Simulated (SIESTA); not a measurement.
# Convergence study of the SCF threshold for ZnSe (R3m, 2 atoms in the cell)

```
ZnSe
1.0
    0.00000     2.82083     2.82083
    2.82083     0.00000     2.82083
    2.82083     2.82083     0.00000
Zn Se
1 1
Direct
  0.00512   0.00512   0.00512
  0.25000   0.25000   0.25000
```

Method: LDA PW92, numerical atomic orbitals DZP, PseudoDojo LDA standard norm-conserving potentials (rewritten from UPF to PSML) in SIESTA 5.4.2.

Base settings: XC.functional = LDA; XC.authors = PW92; potentials = PseudoDojo LDA standard; PAO.BasisSize = DZP; PAO.EnergyShift = 0.01 Ry; MeshCutoff = 350 Ry; kgrid.MonkhorstPack = 8 8 8; OccupationFunction = FD; ElectronicTemperature = 10 meV; MaxSCFIterations = 150.

In this ladder: SCF.DM.Tolerance = default; SCF.DM.Converge = false; SCF.H.Converge = false; SCF.FreeE.Converge = true.

The mesh stays at the base's, so the ladder's end is converged at best in this setting alone.

Only quantities that move along the ladder and can be compared are tabulated.

The starting cell has typed, rounded lattice constants, without a prior relaxation at this level. Its lattice was rescaled by up to half a per cent. One atom was moved a little off its site on purpose. Values carry the incompleteness of an atom-centred basis. Another mesh or the band path of this cell gives a smaller gap, so this value is not converged in the mesh.

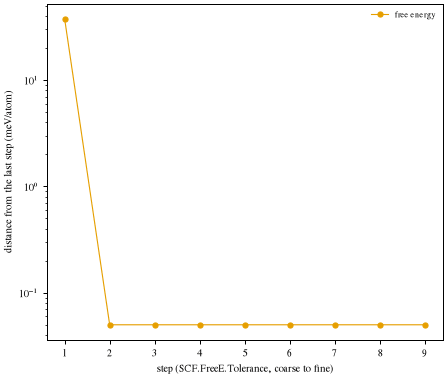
Figure. Distance from the last step along the ladder; very small values are drawn at a floor.

```tsv
SCF.FreeE.Tolerance	free energy less the last step's (meV/atom)	pressure (GPa)	largest difference of a force vector from the last step's (eV/Å)	gap on the mesh (eV)
1.0E-01 eV	37.62	-3.27	0.026	1.379
1.0E-02 eV	0.00	-2.15	0.000	1.272
1.0E-03 eV	0.00	-2.15	0.000	1.271
1.0E-04 eV	0.00	-2.15	0.000	1.271
1.0E-05 eV	0.00	-2.15	0.000	1.271
1.0E-06 eV	0.00	-2.15	0.000	1.271
1.0E-07 eV	0.00	-2.15	0.000	1.271
1.0E-08 eV	0.00	-2.15	0.000	1.271
1.0E-10 eV	0.00	-2.15	0.000	1.271
1.0E-12 eV	0.00	-2.15	0.000	1.271
```

Coarsest SCF.FreeE.Tolerance that holds the gap on the mesh within 0.05 eV of the last step, with all finer ones: 1.0E-02 eV; the step before is off by 0.11 eV.

Coarsest SCF.FreeE.Tolerance that holds the forces within 0.01 eV/Å of the last step, with all finer ones: 1.0E-02 eV; the step before is off by 0.026 eV/Å.

Coarsest SCF.FreeE.Tolerance that holds the free energy within 0.5 meV/atom of the last step, with all finer ones: 1.0E-02 eV; the step before is off by 38 meV/atom.
